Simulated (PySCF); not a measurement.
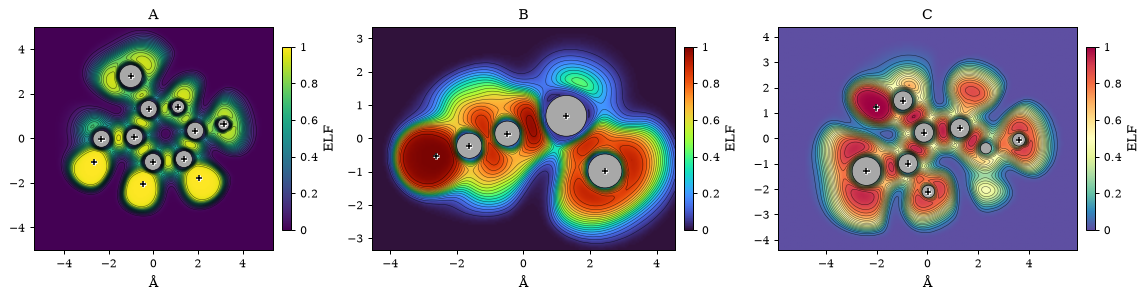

The electron localisation function of 3 systems, each on a plane through atoms (crosses mark nuclei in the plane; grey discs cover the cores).

Theory: PBE0/pcSseg-1, SCF density, gas phase, non-relativistic (PySCF).

System 1: C5H3F4S (SMILES C/C(C(F)=C(F)F)=C(/F)[S-]) (charge −1), the plane of atoms C1, C2 and C8. Geometry: GFN2-xTB.

```xyz
13

C     1.1632   -0.8009    1.0608
C     0.3125    0.1154    0.2216
C    -0.9096   -0.4300   -0.2687
F    -1.3700   -1.5307    0.4184
C    -1.6912   -0.1083   -1.3151
F    -2.8631   -0.7359   -1.5847
F    -1.4538    0.7982   -2.2707
C     0.7126    1.4126    0.0192
F    -0.1784    2.2361   -0.6224
S     2.1395    2.1234    0.5085
H     1.4402   -1.6974    0.5038
H     2.0650   -0.2697    1.3521
H     0.6286   -1.1125    1.9594
```

System 2: C6H5ClFO (SMILES Cc1ccc(F)[o+]c1Cl) (charge +1), the plane of atoms C3, C2 and C8. Geometry: GFN2-xTB.

```xyz
14

C     2.0049    0.1054    0.5450
C     0.5886    0.0172    0.1171
C    -0.4812    0.3356    0.9584
C    -1.8017    0.2400    0.5198
C    -1.9976   -0.1805   -0.7726
F    -3.1641   -0.3210   -1.3298
O    -1.0031   -0.4850   -1.5810
C     0.2599   -0.3996   -1.1799
Cl    1.3895   -0.8291   -2.3519
H     2.0829    0.4421    1.5739
H     2.4920   -0.8644    0.4523
H     2.5537    0.7950   -0.0951
H    -0.2820    0.6632    1.9692
H    -2.6424    0.4807    1.1523
```

System 3: C2H3ClSi (SMILES C#C[SiH2]Cl), the plane of atoms C2, Si3 and Cl4. Geometry: GFN2-xTB.

```xyz
7

C     1.6753   -0.9994   -0.4118
C     0.6398   -0.4503   -0.1433
Si   -0.9427    0.4167    0.2598
Cl   -0.7481    2.3617   -0.2595
H     2.5797   -1.4848   -0.6455
H    -1.1783    0.3358    1.6985
H    -2.0224   -0.1747   -0.5253
```

Q: Which map belongs to which system?

A: Panel A is system 2, C6H5ClFO: the plane holds C, F, O, Cl and H. C–F (1.30 Å): the ELF peaks at about 0.85 between the atoms (a shared but strongly polarised pair). Panel B is system 3, C2H3ClSi: the plane holds C, Si, Cl and H. C–C (1.20 Å): the ELF peaks at about 0.85 between the atoms (a short, multiple covalent bond). Panel C is system 1, C5H3F4S: the plane holds C, F, S and H. C–C (1.37 Å): the ELF peaks at about 0.95 between the atoms; a covalent bond.
